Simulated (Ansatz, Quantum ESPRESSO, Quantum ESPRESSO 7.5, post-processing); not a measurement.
## Work function of relaxed Mg(0001) under two functionals

Wanted: relaxation and work function of Mg(0001).

Program: Quantum ESPRESSO 7.5. Level of theory: plane-wave DFT, PBE, GBRV ultrasoft pseudopotentials (geometry and cross-check by Ansatz 0.2.0 with PAW datasets; geometry under PBE). Results are calculated unless marked as measured.

**Measured values to reproduce.**

For Mg (polycrystalline sample, no single face), “Anisotropic work function of elemental crystals” (2019, arxiv:1902.07811) quotes earlier work: work function, loosely compared (polycrystalline sample, no single face) 3.66 eV.

Most raw output is cut from this account.

## (1) The starting structure

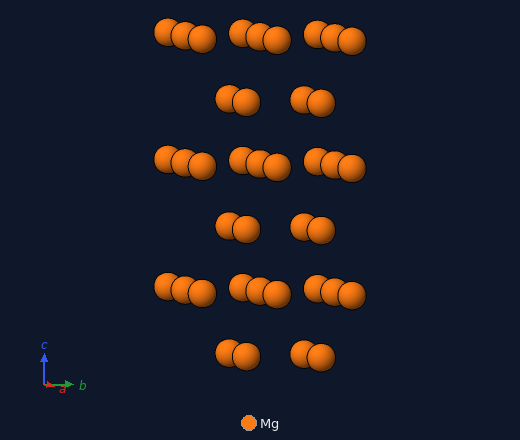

The starting structure, seen from the side, with the c axis up (magnesium orange). 2×2×1 cells are drawn. Some periodic images of atoms are drawn too.

The cell holds 6 atoms: 6 Mg. Its edges and angles: a = 3.210 Å, b = 3.210 Å, c = 29.033 Å, α = 90.0°, β = 90.0°, γ = 60.0°. It derives from Mg. Vacuum lies along c.

Coordinates:

```cif
data_structure
_symmetry_space_group_name_H-M 'P 1'
_symmetry_Int_Tables_number 1
_cell_length_a 3.2100
_cell_length_b 3.2100
_cell_length_c 29.0326
_cell_angle_alpha 90.000
_cell_angle_beta 90.000
_cell_angle_gamma 60.000
_cell_volume 259.08
loop_
_atom_site_label
_atom_site_type_symbol
_atom_site_fract_x
_atom_site_fract_y
_atom_site_fract_z
_atom_site_occupancy
Mg1 Mg 0.66667 0.66667 0.27555 1
Mg2 Mg 0.00000 0.00000 0.36533 1
Mg3 Mg 0.66667 0.66667 0.45511 1
Mg4 Mg 0.00000 0.00000 0.54489 1
Mg5 Mg 0.66667 0.66667 0.63467 1
Mg6 Mg 0.00000 0.00000 0.72445 1
```

## (2) Geometry from Ansatz of (0001)

A relaxation in Ansatz fixes the structure of this slab for the runs on it.

The input, input.yaml:

```yaml
crystal:
  lattice:
    - [3.21, 0.0, 0.0]
    - [1.605, 2.7799415461, 0.0]
    - [0.0, 0.0, 29.0326]
  atoms:
    - { symbol: Mg, position: [0.6666666667, 0.6666666667, 0.2755523102] }
    - { symbol: Mg, position: [0.0, 0.0, 0.3653313861] }
    - { symbol: Mg, position: [0.6666666667, 0.6666666667, 0.455110462] }
    - { symbol: Mg, position: [0.0, 0.0, 0.544889538] }
    - { symbol: Mg, position: [0.6666666667, 0.6666666667, 0.6346686139] }
    - { symbol: Mg, position: [0.0, 0.0, 0.7244476898] }
kpoints:
  mp_grid: { grid: [12, 12, 1] }
hamiltonian:
  xc: pbe
scf:
  occupations: { method: fermi_dirac, width: 0.1 }
  convergence: { dr2_threshold: 1.0e-08 }
efield:
  axis: 3
  dipole_correction: true
  ramp_position: 0.97
  ramp_width: 0.04
relax:
  f_tol: 0.01
  constraints: [{ sites: [2, 3] }]
output:
  write_potential: true
  write_density: true
  volumetric_format: npy
```

On the command line:

```bash
$ ansatz run input.yaml --threads 2 --pin off --max-ram 4096MiB --backend cpu --events-out ev --progress --plain --runs-dir out
```

Wall time 13 s (2 threads of Arm Neoverse V1, shared host); peak memory 0.48 GiB; 25 s of CPU time.

The steps of the relaxation:

| step | energy less that of the first step (eV) | largest force component (eV/Å) |
| --- | --- | --- |
| 1 | 0.0000 | 0.0565 |
| 2 | -0.0013 | 0.0083 |

Forces are held to the 6 operations that the run works with; a distortion that breaks them can't arise in this run.

The atoms that moved most (Å):

| atom | dx | dy | dz | length |
| --- | --- | --- | --- | --- |
| Mg5 | 0.000 | 0.000 | -0.024 | 0.024 |
| Mg2 | 0.000 | 0.000 | 0.024 | 0.024 |
| Mg6 | 0.000 | 0.000 | -0.012 | 0.012 |
| Mg1 | 0.000 | 0.000 | 0.012 | 0.012 |

Final coordinates:

```xyz
6
Lattice="3.2100 0.0000 0.0000 1.6050 2.7799 0.0000 0.0000 0.0000 29.0326" Properties=species:S:1:pos:R:3
Mg    3.2100    1.8533    8.0118
Mg    0.0000    0.0000   10.6309
Mg    3.2100    1.8533   13.2130
Mg    0.0000    0.0000   15.8196
Mg    3.2100    1.8533   18.4017
Mg    0.0000    0.0000   21.0208
```

 Held were the atoms numbered 3 and 4; the forces quoted are those on the free ones.

Read from the output:

| Item | Value |
| --- | --- |
| free energy | -11542.2312 eV |
| energy at zero smearing | -11542.1795 eV |
| smearing term TS | 0.1035 eV |
| Fermi energy | 1.312 eV |
| symmetry operations | 6 |
| work function of the upper face | 3.714 eV |
| work function of the lower face | 3.714 eV |
| dipole along the normal | 1.36e-6 e·Å |

## (3) SCF with pw.x of (0001), PBE

Both faces of the slab are alike, so a plain periodic cell serves and symmetry is kept.

Level of this step: plane-wave DFT, PBE, GBRV ultrasoft pseudopotentials (Quantum ESPRESSO 7.5).

The input, 0001.pbe.in:

```
&control
  prefix = '0001.pbe'
  outdir = './out'
  pseudo_dir = './pseudo'
  calculation = 'scf'
  tprnfor = .true.
/
&system
  ibrav = 0
  nat = 6
  ntyp = 1
  ecutwfc = 40
  ecutrho = 200
  occupations = 'smearing'
  smearing = 'mv'
  degauss = 0.02
/
&electrons
  conv_thr = 1e-07
  mixing_beta = 0.4
  electron_maxstep = 120
  mixing_mode = 'local-TF'
/
ATOMIC_SPECIES
  Mg  24.3050  mg_pbe_v1.4.uspp.F.UPF
CELL_PARAMETERS angstrom
  3.20999999997226 0.00000000000000 0.00000000000000
  1.60499999998613 2.77994154612402 0.00000000000000
  0.00000000000000 0.00000000000000 29.03260000000000
ATOMIC_POSITIONS crystal
  Mg  0.666666666667 0.666666666667 0.275960188019
  Mg  -0.000000000000 0.000000000000 0.366171765082
  Mg  0.666666666667 0.666666666667 0.455110462000
  Mg  0.000000000000 0.000000000000 0.544889538000
  Mg  0.666666666667 0.666666666667 0.633828226185
  Mg  -0.000000000000 0.000000000000 0.724039796821
K_POINTS automatic
  12 12 1 0 0 0
```

On the command line:

```bash
$ OMP_NUM_THREADS=1 mpirun -n 2 pw.x -nk 2 -in 0001.pbe.in > 0001.pbe.out
```

Elapsed: 86 s, on 2 MPI ranks; peak memory 0.51 GiB.

Read from the output:

| Item | Value |
| --- | --- |
| free energy | -10230.0678 eV |
| Fermi energy | 1.190 eV |

## (4) Potential by pp.x of (0001)

The vacuum level is read from the electrostatic potential (plot_num = 11), averaged over planes.

The input, 0001.pbe.pot.in:

```
&inputpp
  prefix = '0001.pbe'
  outdir = './out'
  filplot = '0001.pbe.pot.dat'
  plot_num = 11
/
```

On the command line:

```bash
$ OMP_NUM_THREADS=1 mpirun -n 2 pp.x -in 0001.pbe.pot.in > 0001.pbe.pot.out
```

Elapsed: 1 s, on 2 MPI ranks; peak memory 0.17 GiB; 1.9 s of CPU time.

Numbers from this step:

| Item | Value |
| --- | --- |
| work function of the upper face | 3.711 eV |
| slope of the potential above | 7.99e-4 eV/Å |
| upper vacuum line continued to the top atoms, over the Fermi level | 3.707 eV |
| work function of the lower face | 3.711 eV |
| slope of the potential below | -4.73e-4 eV/Å |
| lower vacuum line continued to the bottom atoms, over the Fermi level | 3.709 eV |

The potential energy, planar mean oscillates, so the rows of the table below give means over windows of 2.61 Å about each position, cut where the curve ends. Its maxima inside the range that stand out by 2 % of the span (Å: eV): 9.3: 0.993, 12.0: 0.929, 14.5: 1.04, 17.1: 0.929, 19.7: 0.993. Its minima: 8.0: -10.9, 10.7: -10.8, 13.2: -10.9, 15.8: -10.9, 18.3: -10.8, 21.0: -10.9.

Electrostatic potential energy of an electron; zero at the Fermi level. Potential energy, planar mean against z; means over each step:

```csv
z (Å),"potential energy, planar mean (eV)"
1.30,3.71
3.92,3.70
6.53,0.644
9.14,-3.72
11.75,-3.88
14.36,-3.75
16.97,-3.88
19.58,-3.71
22.19,-1.09
24.80,3.69
27.41,3.71
```

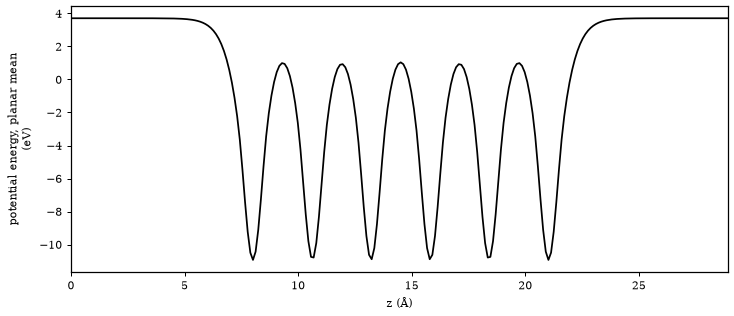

Potential energy, planar mean against z.

## (5) SCF with pw.x of (0001), LDA

The same atoms under a second functional.

Level of this step: plane-wave DFT, LDA, GBRV ultrasoft pseudopotentials (Quantum ESPRESSO 7.5).

0001.lda.in is the input of step 3 with these lines changed:

```diff
@@ -1,3 +1,3 @@
 &control
-  prefix = '0001.pbe'
+  prefix = '0001.lda'
   outdir = './out'
@@ -24,3 +24,3 @@
 ATOMIC_SPECIES
-  Mg  24.3050  mg_pbe_v1.4.uspp.F.UPF
+  Mg  24.3050  mg_lda_v1.4.uspp.F.UPF
 CELL_PARAMETERS angstrom
```

On the command line:

```bash
$ OMP_NUM_THREADS=1 mpirun -n 2 pw.x -nk 2 -in 0001.lda.in > 0001.lda.out
```

The job ended after 81 s (2 MPI ranks; peak memory 0.45 GiB; 2.7 min of CPU time).

This step gave:

| Property | Result |
| --- | --- |
| free energy | -10208.5285 eV |
| Fermi energy | 1.034 eV |

## (6) Potential by pp.x of (0001)

The input, 0001.lda.pot.in:

```
&inputpp
  prefix = '0001.lda'
  outdir = './out'
  filplot = '0001.lda.pot.dat'
  plot_num = 11
/
```

On the command line:

```bash
$ OMP_NUM_THREADS=1 mpirun -n 2 pp.x -in 0001.lda.pot.in > 0001.lda.pot.out
```

Elapsed: 0.96 s, on 2 MPI ranks; peak memory 0.17 GiB; 1.8 s of CPU time.

Read from the output:

* work function of the upper face: 3.840 eV
* slope of the potential above: 7.39e-4 eV/Å
* upper vacuum line continued to the top atoms, over the Fermi level: 3.836 eV
* work function of the lower face: 3.840 eV
* slope of the potential below: -4.45e-4 eV/Å
* lower vacuum line continued to the bottom atoms, over the Fermi level: 3.838 eV

On (0001) the work function under LDA lies +0.13 eV from PBE's.

## (7) The series side by side

All levels:

```
      level  work function (eV)  Ansatz, PBE (eV)  CPU time (s)
(0001), PBE               3.711             3.714           172
(0001), LDA                3.84                 -         161.5
```

## (8) Worked from the printed numbers

For (0001) under PBE, on the run's own zero: φ = 4.901 − (1.190) = 3.711 eV.

## (9) Results

```
work function of (0001), PBE : 3.71 eV
work function of (0001), LDA : 3.84 eV
```

In words: Under PBE the work function is 3.71 eV on (0001). LDA lies +0.13 eV from PBE on the same atoms. The top two spacings change by +0.5 and -0.9 % on (0001). Ansatz, with Fermi-Dirac smearing and its own datasets, agrees within 0.00 eV under PBE. The slabs are thin and unreconstructed, at the tabulated lattice constant; thickness and mesh leave some 0.05 to 0.1 eV open.

Comparison with the measured values:

| quantity | measured | (0001), PBE |
| --- | --- | --- |
| work function, loosely compared (polycrystalline sample, no single face) (eV) | 3.66 | 3.71 (+0.05 eV) |

Measured values from arxiv:1902.07811 (2019).

Verdict: The work function, set beside that of the polycrystal, is off by +0.05 eV. A polycrystal averages over faces, so this is a loose comparison.

[Logs are printed without paths, hosts, clocks, repeated set-up lines and the standing remarks that a program may print on its own settings, such as how far it seeks lower states.]

[Hosts, paths, dates, database ids (printed as entryN), source tags and the programs' standing remarks are cut or masked in the printed files.]

[Maps of the electrostatic potential energy from Ansatz leave out the sawtooth potential of an applied field or a dipole correction, so their vacuum need not be flat; planar profiles and work functions include it.]
